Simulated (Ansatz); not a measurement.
# B3LYP/def2-SVP run of CH5AsSi (SMILES C1[SiH2][AsH]1)

What is the electronic atomisation energy of CH5AsSi at B3LYP/def2-SVP? 

Program for the calculation: Ansatz 0.2.0.

78 further runs of the same task are left out: 78 set aside as unsound or not needed.

### 1 The structure to begin with

CH5AsSi has 8 atoms, charge 0, and is taken as a singlet. As SMILES, `C1[SiH2][AsH]1`. Geometry: relaxed at PBE0-D4/def2-TZVP.

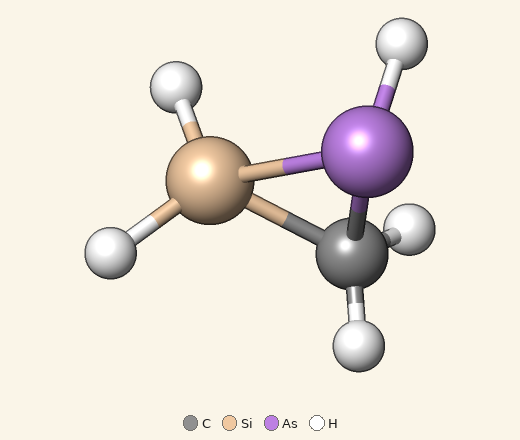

The structure, seen from a chosen angle (carbon grey, silicon light orange, arsenic purple, hydrogen white).

### 2 The energy at B3LYP/def2-SVP

Input file run.yaml:

```yaml
crystal:
  periodic: [false, false, false]
  atoms:
    - {symbol: C, position_ang: [-0.770300, 0.017900, -0.576000]}
    - {symbol: Si, position_ang: [0.707800, 0.663100, 0.315700]}
    - {symbol: As, position_ang: [-0.538100, -1.122700, 1.107200]}
    - {symbol: H, position_ang: [-0.667200, -0.524000, -1.509300]}
    - {symbol: H, position_ang: [-1.690700, 0.591800, -0.522300]}
    - {symbol: H, position_ang: [0.581300, 1.973900, 0.990500]}
    - {symbol: H, position_ang: [2.040800, 0.422300, -0.277100]}
    - {symbol: H, position_ang: [0.428400, -2.079400, 0.415600]}
basis:
  gaussian: {orbitals: def2-SVP}
hamiltonian: {xc: {name: B3LYP}}
accuracy: high
output: {orbitals: {seedname: orbitals}}
```

Run with:

```bash
$ ansatz run run.yaml --threads 1 --pin off --max-ram 3480MiB --events-out events.jsonl --progress --plain --runs-dir runs
```

Standard output:

```text
Warning: RAYON_NUM_THREADS=1 ignored (pool sized by the plan → 1); use --threads N
Functional definition: B3LYP
  name "B3LYP"
  parameter a0 = 0.2
  parameter ax = 0.72
  parameter ac = 0.81
  exchange = (1 - a0 - ax)*slater_x + ax*b88_x + a0*exact_x
  correlation = (1 - ac)*vwn_rpa_c + ac*lyp_c
1915 factors; integrals over basis functions are off by at most 4.8e-9 eV
mean field evaluation 1: about -69821.8703 eV, gradient 4.8e1 eV
mean field evaluation 2: about -69812.1748 eV, gradient 7.0e1 eV
mean field evaluation 4: about -69827.5405 eV, gradient 2.2e0 eV
mean field evaluation 8: about -69827.6716 eV, gradient 2.0e-1 eV
mean field evaluation 16: about -69827.6717 eV, gradient 3.5e-5 eV
mean field -69827.67173594 eV, -2566.1196054000 hartree, gradient 6.6e-8 eV, S^2 0.000000; 0 other end points of the search recorded, 0 dependent functions left out
reference -69827.67177387 eV, -2566.1196067938 hartree; 29, 29 occupied and 60, 60 virtual orbitals, 1915 factors
Total energy: -69827.67177387 eV, -2566.1196067938 hartree
```

Wall time 8.1 s (1 thread of Arm Neoverse V1, shared host); peak memory 0.31 GiB.

### 3 The As atom

Input file job.yaml:

```yaml
crystal:
  periodic: [false, false, false]
  atoms:
    - {symbol: As, position_ang: [0.000000, 0.000000, 0.000000]}
basis:
  gaussian: {orbitals: def2-SVP}
magnetization: {spin_polarized: true, initial_magnetization: 3}
accuracy: high
hamiltonian: {xc: {name: B3LYP}}
```

Run the same way, it converges to -2235.57270 Eh (log not shown).

### 4 The C atom at the same level

Input file input.yaml:

```yaml
crystal:
  periodic: [false, false, false]
  atoms:
    - symbol: C
      position_ang: [0.000000, 0.000000, 0.000000]
basis:
  gaussian:
    orbitals: def2-SVP
magnetization:
  spin_polarized: true
  initial_magnetization: 2
hamiltonian:
  xc: {name: B3LYP}
accuracy: high
```

Run the same way, it converges to -37.81406 Eh (log not shown).

### 5 The H atom

Input file in.yaml:

```yaml
crystal:
  periodic: [false, false, false]
  atoms:
    - {symbol: H, position_ang: [0.000000, 0.000000, 0.000000]}
basis:
  gaussian:
    orbitals: def2-SVP
magnetization:
  spin_polarized: true
  initial_magnetization: 1
hamiltonian:
  xc: {name: B3LYP}
accuracy: high
```

Run the same way, it converges to -0.50126 Eh (log not shown).

### 6 The Si atom

Input file job.yaml:

```yaml
crystal:
  periodic: [false, false, false]
  atoms:
    - {symbol: Si, position_ang: [0.000000, 0.000000, 0.000000]}
basis:
  gaussian: {orbitals: def2-SVP}
magnetization: {spin_polarized: true, initial_magnetization: 2}
accuracy: high
hamiltonian: {xc: {name: B3LYP}}
```

Run the same way, it converges to -289.29368 Eh (log not shown).

### 7 Outcome

At B3LYP/def2-SVP:

| quantity | value |
| --- | --- |
| molecule: total energy | -2566.11961 Eh |
| molecule: HOMO energy | -6.64 eV |
| molecule: LUMO energy | -0.27 eV |
| molecule: HOMO–LUMO gap | 6.38 eV |
| As atom: total energy | -2235.57270 Eh |
| As atom: ⟨S²⟩ | 3.750 |
| C atom: total energy | -37.81406 Eh |
| C atom: ⟨S²⟩ | 2.003 |
| H atom: total energy | -0.50126 Eh |
| H atom: ⟨S²⟩ | 0.750 |
| Si atom: total energy | -289.29368 Eh |
| Si atom: ⟨S²⟩ | 2.003 |
| electronic atomisation energy | 25.384 eV |

What this shows: Taking the molecule apart into free atoms costs 25.38 eV (2449 kJ/mol), before zero-point energy and without spin-orbit coupling.
